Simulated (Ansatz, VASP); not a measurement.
**Ba7Al24Si25O93 (glassy 57SiO2-27Al2O3-16BaO (mol %)) in two plane-wave programs**

Aim: how closely do two programs agree when they are given the same cell, functional and k mesh? The cell is taken from a series of runs on this material, whose earlier steps may have relaxed or scaled it; both programs get it as it stands.

Program: Ansatz 0.2.0. Level of theory: plane waves, with VASP 6.6.1 beside it; single point at PBE. Results are calculated unless marked as measured.

## (1) The starting structure

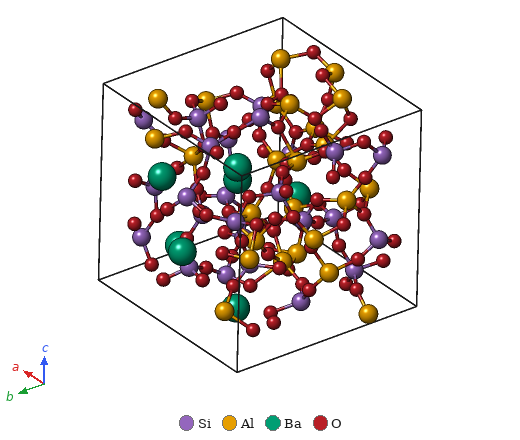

The starting structure, seen from a free direction (silicon purple, aluminium orange, barium teal, oxygen red). Some periodic images of atoms are drawn too.

The cell holds 149 atoms: 25 Si, 24 Al, 7 Ba and 93 O. Cell: a = 12.287 Å, b = 12.287 Å, c = 12.287 Å, α = 90.0°, β = 90.0°, γ = 90.0°. As first built, before any earlier steps moved the atoms: 149 atoms (25 Si, 24 Al, 7 Ba, 93 O) placed at random at 3.4 g/cm^3, melted at 4000 K for 10 ps at fixed volume with the Morse and Coulomb pair potential with partial charges (Pedone, Malavasi, Menziani, Cormack and Segre, J. Phys. Chem. B 110, 11780 (2006)). Quenched from 4000 K to 300 K at 25 K/ps and fixed volume, held 5 ps.

## (2) VASP: single point, PBE

With cell and atoms fixed, the geometry can't cause a difference; cores, projectors, grids and the points listed under the comparison can.

Lines of VASP's logs that name or quote its potential files are left out, and so is its time.

INCAR reads:

```
SYSTEM = Ba7Al24Si25O93
PREC = Accurate
ENCUT = 520
EDIFF = 1E-05
NELM = 100
ISMEAR = 0
SIGMA = 0.05
LREAL = Auto
ALGO = Fast
GGA = PE
NBANDS = 504
LORBIT = 11
LWAVE = .FALSE.
LCHARG = .FALSE.
ISIF = 2
```

POSCAR reads:

```
Ba7Al24Si25O93
1.0
   12.2866000000      0.0000000000      0.0000000000
    0.0000000000     12.2866000000      0.0000000000
    0.0000000000      0.0000000000     12.2866000000
Si Al Ba O
25 24 7 93
Direct
    0.2171800000      0.8564500000      0.6160400000
    0.6396500000      0.7777600000      0.1588400000
    0.4342800000      0.9621600000      0.6760400000
    0.9938800000      0.7729200000      0.7408500000
    0.2422800000      0.4589500000      0.0645100000
    0.0447600000      0.1860500000      0.3817000000
    0.1376200000      0.3721200000      0.8458700000
    0.2210500000      0.7678400000      0.3694500000
    0.4502400000      0.8233200000      0.8800100000
    0.1895700000      0.6319700000      0.7021700000
    0.4337700000      0.5608200000      0.9462800000
    0.2619600000      0.1477100000      0.1115100000
    0.9765800000      0.7829400000      0.1560900000
    0.8375700000      0.4246500000      0.3119600000
    0.3552800000      0.1978100000      0.3497400000
    0.6611900000      0.5515800000      0.0342100000
    0.7528400000      0.6587400000      0.8269800000
    0.2795800000      0.4269200000      0.4498000000
    0.6436200000      0.7062400000      0.4016500000
    0.8087300000      0.3422700000      0.0841700000
    0.7274300000      0.3224200000      0.7860600000
    0.7809000000      0.1136000000      0.4447100000
    0.9732700000      0.7172800000      0.3936000000
    0.0713700000      0.1568600000      0.7881600000
    0.8857000000      0.3815300000      0.5640300000
    0.8436600000      0.1303000000      0.9067800000
    0.7854100000      0.8604400000      0.9770000000
    0.1292200000      0.9762400000      0.2424300000
    0.6280800000      0.9971900000      0.8931200000
    0.6002100000      0.4662000000      0.3458900000
[... 113 atom lines left out ...]
    0.0887200000      0.6782800000      0.7719200000
    0.9497800000      0.1299100000      0.0090800000
    0.3273900000      0.1860000000      0.2188600000
    0.7534500000      0.7859200000      0.8675000000
    0.7510700000      0.1942500000      0.7897500000
    0.7569600000      0.2409400000      0.0168800000
```

KPOINTS reads:

```
Automatic mesh
0
Gamma
1 1 1
0 0 0
```

Potentials, in the order of the species: Si, Al, Ba_sv and O (PBE family, release 64).

Started as:

```bash
$ export OMP_NUM_THREADS=5
$ mpirun -np 1 vasp_gam
```

Numbers of over 12 decimals in the logs are rounded to 6 here.

Output:

```text
[banner, memory and clock lines left out]
running    1 mpi-ranks, on    1 nodes
[...]
Offloading initialized ...    1 GPUs detected
[...]
LDA part: xc-table for (Slater+PW92), standard interpolation
 POSCAR, INCAR and KPOINTS ok, starting setup
[...]
entering main loop
       N       E                     dE             d eps       ncg     rms          rms(c)
DAV:   1     0.738889417557E+04    0.73889E+04   -0.47429E+05  1032   0.157E+03
DAV:   2    -0.603939891980E+03   -0.79928E+04   -0.77127E+04  1248   0.377E+02
DAV:   3    -0.125497465113E+04   -0.65103E+03   -0.64630E+03  1192   0.114E+02
DAV:   4    -0.127167240601E+04   -0.16698E+02   -0.16631E+02  1208   0.182E+01
[...]
RMM:  17    -0.110560684211E+04   -0.28410E-04   -0.28613E-04  1622   0.131E-02    0.743E-03
RMM:  18    -0.110560685536E+04   -0.13243E-04   -0.12649E-04  1482   0.863E-03    0.359E-03
RMM:  19    -0.110560686127E+04   -0.59132E-05   -0.56838E-05  1152   0.534E-03
   1 F= -.11056069E+04 E0= -.11056069E+04  d E =-.187231E-11
```

From OUTCAR (step 2):

```text
  Total       83.6791873     93.4460114     82.4595957     -7.4488650      7.4762384      6.9310591
  in kB       72.2824521     80.7190779     71.2289634     -6.4343625      6.4580078      5.9870795
  external PRESSURE =      74.7434978 kB  Pullay stress =       0.0000000 kB

 POSITION                                       TOTAL-FORCE (eV/Angst)
 -----------------------------------------------------------------------------------
[...]
7.73392      4.50402     10.54190        -0.334386     -0.359933      0.874563
      1.96131      0.86313      9.93740         0.607686     -1.817042      1.037251
      3.02459      4.17830      9.66931         1.344888     -0.080675     -0.678742
     10.60972      5.98677      7.82828        -0.338877      2.620026      0.609259
     10.67300      7.41423     10.31952         3.152317     -1.537301      0.081197
      5.50022      4.84842      7.95656         0.095205      0.099152     -0.009172
      3.68451      1.15531      5.04451         1.071150     -0.615575     -1.869797
      1.01340     10.38365      8.12144         0.333409      1.221863     -1.082913
      1.51985      2.57810      5.91551         1.187557     -0.704100      1.676104
      4.14746      4.64495      1.00394         0.215484     -1.839121     -0.246297
      4.39455      6.45194      5.58229         1.452643      1.758912      0.792225
      9.12415      1.41689      7.07745         0.423774      0.163342      0.195425
      6.96613      4.47441      2.96771         0.122205     -0.545966      0.540012
[...]
-----------------------------------------------------------------------------------
    total drift:                               -0.066414      0.003510      0.006316

  FREE ENERGIE OF THE ION-ELECTRON SYSTEM (eV)
  ---------------------------------------------------
  free  energy   TOTEN  =     -1105.6068612693 eV

  energy  without entropy=    -1105.6068612693  energy(sigma->0) =    -1105.60686127

[... 3 further parts left out ...]
[key lines of the parts left out:]
E-fermi :   3.5148
```

Harder data sets than Ba_sv exist (the GW ones), and pressures, volumes and forces can shift noticeably with them.

## (3) Ansatz: single point, PBE

Ansatz runs on its default PAW (the set named soft_2) files.

The same cell, functional, mesh and smearing now go to Ansatz, which takes its cutoff from its data sets.

input.yaml reads:

```yaml
crystal:
  lattice:
    - [12.2866, 0.0, 0.0]
    - [0.0, 12.2866, 0.0]
    - [0.0, 0.0, 12.2866]
  atoms:
    - { symbol: Si, position: [0.21718, 0.85645, 0.61604] }
    - { symbol: Si, position: [0.63965, 0.77776, 0.15884] }
    - { symbol: Si, position: [0.43428, 0.96216, 0.67604] }
    - { symbol: Si, position: [0.99388, 0.77292, 0.74085] }
    - { symbol: Si, position: [0.24228, 0.45895, 0.06451] }
    - { symbol: Si, position: [0.04476, 0.18605, 0.3817] }
    - { symbol: Si, position: [0.13762, 0.37212, 0.84587] }
    - { symbol: Si, position: [0.22105, 0.76784, 0.36945] }
    - { symbol: Si, position: [0.45024, 0.82332, 0.88001] }
    - { symbol: Si, position: [0.18957, 0.63197, 0.70217] }
    - { symbol: Si, position: [0.43377, 0.56082, 0.94628] }
    - { symbol: Si, position: [0.26196, 0.14771, 0.11151] }
    - { symbol: Si, position: [0.97658, 0.78294, 0.15609] }
    - { symbol: Si, position: [0.83757, 0.42465, 0.31196] }
    - { symbol: Si, position: [0.35528, 0.19781, 0.34974] }
    - { symbol: Si, position: [0.66119, 0.55158, 0.03421] }
    - { symbol: Si, position: [0.75284, 0.65874, 0.82698] }
    - { symbol: Si, position: [0.27958, 0.42692, 0.4498] }
    - { symbol: Si, position: [0.64362, 0.70624, 0.40165] }
    - { symbol: Si, position: [0.80873, 0.34227, 0.08417] }
    - { symbol: Si, position: [0.72743, 0.32242, 0.78606] }
    - { symbol: Si, position: [0.7809, 0.1136, 0.44471] }
    - { symbol: Si, position: [0.97327, 0.71728, 0.3936] }
    - { symbol: Si, position: [0.07137, 0.15686, 0.78816] }
    - { symbol: Si, position: [0.8857, 0.38153, 0.56403] }
    - { symbol: Al, position: [0.84366, 0.1303, 0.90678] }
    - { symbol: Al, position: [0.78541, 0.86044, 0.977] }
    - { symbol: Al, position: [0.12922, 0.97624, 0.24243] }
    - { symbol: Al, position: [0.62808, 0.99719, 0.89312] }
    - { symbol: Al, position: [0.60021, 0.4662, 0.34589] }
[... 113 atom lines left out ...]
    - { symbol: O, position: [0.08872, 0.67828, 0.77192] }
    - { symbol: O, position: [0.94978, 0.12991, 0.00908] }
    - { symbol: O, position: [0.32739, 0.186, 0.21886] }
    - { symbol: O, position: [0.75345, 0.78592, 0.8675] }
    - { symbol: O, position: [0.75107, 0.19425, 0.78975] }
    - { symbol: O, position: [0.75696, 0.24094, 0.01688] }
kpoints:
  mp_grid: { grid: [1, 1, 1] }
hamiltonian:
  xc: pbe
scf:
  occupations: { method: gaussian, width: 0.05 }
output:
  forces: true
  stress: true
  populations: true
  dos:
    method: { smearing: { sigma: 0.08 } }
    de: 0.1
    projected: { site_lists: { Al: [Al], Ba: [Ba], O: [O], Si: [Si] } }
  eigenvalues: true
  write_density: true
  write_potential: true
  volumetric_format: npy
```

Started as:

```bash
$ ansatz run input.yaml --threads 4 --pin off --max-ram 8192MiB --backend cpu --events-out ev --progress --plain --runs-dir out
```

Output:

```text
Engine: ansatz 0.2.0, x86_64-unknown-linux-gnu
Pseudopotentials: kind: paw
Pseudopotential: Si, paw, valence charge 4, recommended cutoff 420 eV (normal), Si.paw.azcp
Pseudopotential: Al, paw, valence charge 3, recommended cutoff 420 eV (normal), Al.paw.azcp
Pseudopotential: Ba, paw, valence charge 10, recommended cutoff 420 eV (normal), Ba.paw.azcp
Pseudopotential: O, paw, valence charge 6, recommended cutoff 420 eV (normal), O.paw.azcp
Functional definition: PBE
  parameter kappa = 0.804
  parameter beta = 0.066725
  exchange = pbe_x(kappa = kappa, mu = beta*pi^2/3)
  correlation = pbe_c(beta = beta)
Crystal: 149 atoms, lattice volume = 1854.792 Å³
Basis set: ecut = 420 eV, 36257 PW (Γ), exchange–correlation on 180×180×180 points (8 copies of the dense FFT grid, shifted against one another)
Bands: 549, of which v1, the nominal top of the filled ones, is band 400 counted from 1 (399 counted from 0)
Symmetry: 1 space group operations
Space group: P1 (ITA 1), of the structure as read, at distance tolerance 1.2e-4 Å
k-points: 1
Non-local potential: Si, projectors of the file, l = 0: 2, l = 1: 2, l = 2: 2
Non-local potential: Al, projectors of the file, l = 0: 2, l = 1: 2, l = 2: 1
Non-local potential: Ba, projectors of the file, l = 0: 3, l = 1: 2, l = 2: 2, l = 3: 2
Non-local potential: O, projectors of the file, l = 0: 2, l = 1: 2, l = 2: 1
PAW form: soft (Blöchl's): semilocal exchange-correlation on the pseudo side does not see the compensation charge
PAW one-centre angular grid: Si, 110 points (default); XC on 64 Gauss nodes
PAW one-centre angular grid: Al, 110 points (default); XC on 64 Gauss nodes
PAW one-centre angular grid: Ba, 194 points (default); XC on 64 Gauss nodes
PAW one-centre angular grid: O, 110 points (default); XC on 64 Gauss nodes
Initial density: superposition of atomic densities (neutral atoms: chi_scale 0, normalization atom), corrected by the library's trained network
Initial wavefunctions: pseudopotential atomic-orbital guess
Functional: x = pbe(κ = 0.804, μ = 0.219515), c = pbe(β = 0.066725)
SCF iter   1: F=—  HF=-123387.637994 eV  |F-HF|=—  |Δ(HF+E_count)|=         —  Δρ=2.30e-3  dr2=1.24e-1  ethr=1.77e-3  ⟨swp⟩=6.0  Hψ=2594  notcnv=0  defer=125
preconditioner: auto → Resta (q_TF=auto, 2.372 Å⁻¹)  ε∞=3.5  [insulator: Δε(μ)=3.759 eV  Ē_g=15.247 eV  σ=0.050 eV  W_gap=1.00  n_scr=436 (ndim 8)  ℏωp=24.2 eV  f_vac=0.052  D(μ)=0.00/eV (n_scr^D=0)  ε∞_Penn≈3.5]
SCF iter   2: F=—  HF=-123387.640926 eV  |F-HF|=—  |Δ(HF+E_count)|=   2.93e-3  Δρ=1.23e-3  dr2=3.09e-2  ethr=1.55e-5  ⟨swp⟩=2.0  Hψ=939  notcnv=0  defer=137
SCF iter   3: F=—  HF=-123387.645157 eV  |F-HF|=—  |Δ(HF+E_count)|=   4.23e-3  Δρ=5.53e-4  dr2=8.28e-3  ethr=3.86e-6  ⟨swp⟩=2.0  Hψ=742  notcnv=0  defer=137
SCF iter   4: F=—  HF=-123387.645132 eV  |F-HF|=—  |Δ(HF+E_count)|=   2.52e-5  Δρ=1.67e-4  dr2=5.60e-4  ethr=1.03e-6  ⟨swp⟩=2.0  Hψ=717  notcnv=0  defer=137
SCF iter   5: F=—  HF=-123387.645291 eV  |F-HF|=—  |Δ(HF+E_count)|=   1.58e-4  Δρ=1.04e-4  dr2=1.70e-4  ethr=7.00e-8  ⟨swp⟩=2.0  Hψ=797  notcnv=0  defer=137
SCF iter   6: F=—  HF=-123387.645292 eV  |F-HF|=—  |Δ(HF+E_count)|=   1.64e-6  Δρ=3.18e-5  dr2=1.80e-5  ethr=2.12e-8  ⟨swp⟩=2.0  Hψ=797  notcnv=0  defer=137
SCF iter   7: F=—  HF=-123387.649659 eV  |F-HF|=—  |Δ(HF+E_count)|=   4.37e-3  Δρ=1.10e-5  dr2=2.16e-6  ethr=2.25e-9  ⟨swp⟩=2.0  Hψ=942  notcnv=0  defer=142
SCF iter   8: F=—  HF=-123387.649661 eV  |F-HF|=—  |Δ(HF+E_count)|=   1.92e-6  Δρ=8.00e-6  dr2=9.88e-7  ethr=2.70e-10  ⟨swp⟩=2.0  Hψ=797  notcnv=0  defer=142
SCF iter   9: F=-123387.649661 eV  HF=-123387.649661 eV  |F-HF|=2.99e-8  |Δ(HF+E_count)|=   2.30e-8  Δρ=1.61e-6  dr2=4.82e-8  ethr=1.25e-11  ⟨swp⟩=23.0  Hψ=5644  notcnv=0
SCF 1 converged in 9 iterations: F = -123387.649661 eV  dr2 = 4.82e-8
  greatest PAW one-centre occupation: 0.955 electrons in one spin orbital (limit 2), on the Ba atom at site 49 (counted from 0), in its partial waves of l = 0
SCF converged after 9 iterations
Free energy (F): -123387.649661 eV
Harris-Foulkes:  -123387.649661 eV  (|F-HF|=2.99e-8)
Internal energy: -123387.649661 eV  (E = F + TS)
E sigma→0 (E₀):  -123387.649661 eV
Fermi energy:    7.349053 eV
--- Per-component energies (eV) ---
  E_band       = -1926.098556
  E_kinetic    = 19566.498074
  E_local      = -45505.144501  (includes V_loc(G=0)·N_el)
  E_nonlocal   = 5720.159787
  E_hartree    = 16918.065922
  E_xc         = -10485.288781
  E_vxc        = -11718.636851  (∫ρ·V_xc dr)
  E_paw        = -75409.518320  (= ΣΔE_a)
  E_vpaw       = -3825.336663  (= ΣTr[D̂ρ^β])
  E_aug_tail   = 0.237001  (compensation charges beyond the density's cutoff)
  E_ewald      = -34192.658843
  E_smearing   = -0.000000  (= −TS)
  E_closure    = -0.000000  (closes the sum)
  Σ components = -123387.649661   (vs F -123387.649661, Δ=0.00e0)
--- Forces (eV/Å), atoms counted from 1 ---
[...]
P = ⅓ Tr σ = 7.1891 GPa (71.891 kbar)
--- Band table (eV) ---
  k-point 0: bands = [... 396 lower, 5.2994, 5.4119, 5.4666, 5.5150, 9.1831, 9.9791, 10.0242, 10.2467, ... 145 higher]
--- Löwdin populations: 149 sites ---
  site symbol       q [e]
     0     Si      2.2831
     1     Si      2.2886
     2     Si      2.2728
     3     Si      2.3603
     4     Si      2.2701
     5     Si      2.2745
     6     Si      2.2526
     7     Si      2.2976
     8     Si      2.3356
     9     Si      2.2724
    10     Si      2.2705
    11     Si      2.2671
    12     Si      2.4094
    13     Si      2.2471
    14     Si      2.2613
    15     Si      2.2216
    16     Si      2.2861
    17     Si      2.2275
    18     Si      2.3262
    19     Si      2.2709
    20     Si      2.2694
    21     Si      2.3661
    22     Si      2.2385
    23     Si      2.3025
[...]
141      O      6.8445
   142      O      6.7828
   143      O      6.8144
   144      O      6.9509
   145      O      6.7918
   146      O      6.8445
   147      O      6.7811
   148      O      6.7830
  spilling = 0.011750 (of n_electrons = 800.000000)
```

Reading the cycles: dr2 is the Hartree energy of the density residual (eV), the measure of convergence; HF is the Harris–Foulkes estimate of the energy, which meets the free energy F at convergence.

## (4) Comparison

Known differences besides the PAW data sets themselves: the cutoff is 420 eV in Ansatz and 520 eV in VASP (PREC = Accurate, projectors in real space); VASP leaves aspherical gradient terms in its spheres out (LASPH is not set), Ansatz keeps them. Total energies have different zeros and are not compared.

Compared:

```csv
quantity,Ansatz,VASP,difference
pressure (GPa),7.19,7.47,-0.29
gap on the k mesh (eV),3.668,3.652,+0.016
```

Forces on 10 of the 149 atoms, picked by the larger force of the two programs (eV/Å; atoms numbered as in POSCAR):

```csv
atom,"Ansatz x, y, z","VASP x, y, z"
Si6,"-3.529, -0.936, -0.622","-3.574, -0.964, -0.616"
Si9,"2.210, -1.343, -2.369","2.240, -1.406, -2.411"
Si23,"2.965, 3.040, -0.601","2.941, 3.044, -0.634"
O66,"3.201, 1.590, 1.119","3.249, 1.617, 1.132"
O70,"-1.059, 3.178, 1.085","-1.077, 3.207, 1.107"
O89,"-4.380, 1.136, 2.128","-4.431, 1.185, 2.091"
O93,"0.713, 3.679, 0.790","0.760, 3.732, 0.845"
O112,"-2.440, 2.806, 2.692","-2.470, 2.789, 2.716"
O135,"-0.277, -3.400, -0.965","-0.309, -3.491, -0.951"
O140,"-3.514, 0.589, 0.265","-3.532, 0.598, 0.274"
```

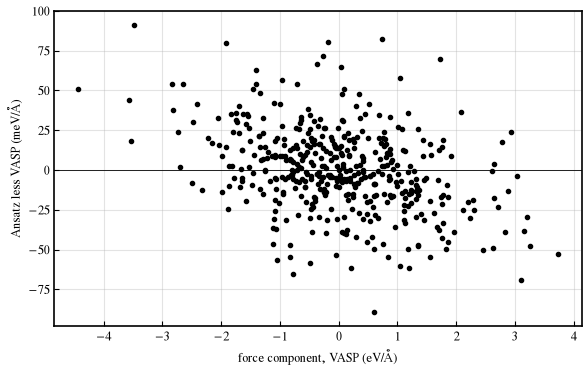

Difference of the force components against their size.

The forces differ by 26 meV/Å r.m.s., which is 2.2 % of the r.m.s. force of 1.22 eV/Å (both taken over all components).

## (5) What came out

```
r.m.s. force difference (single point, PBE) : 2.2 % of the r.m.s. force
```

The r.m.s. force difference is 2.2 % of the r.m.s. force (single point, PBE), within the 3 % picked in this series as the mark of a large difference. How closely two codes agree says nothing of how well the functional describes the real material.

[Lines on the potential files, build, host, timing and source positions are cut from VASP's logs without a mark.]

[Logs are printed without paths, hosts, clocks, repeated set-up lines and the standing remarks that a program may print on its own settings, such as how far it seeks lower states.]

[Hosts, paths, dates, database ids (printed as entryN), source tags and the programs' standing remarks are cut or masked in the printed files.]
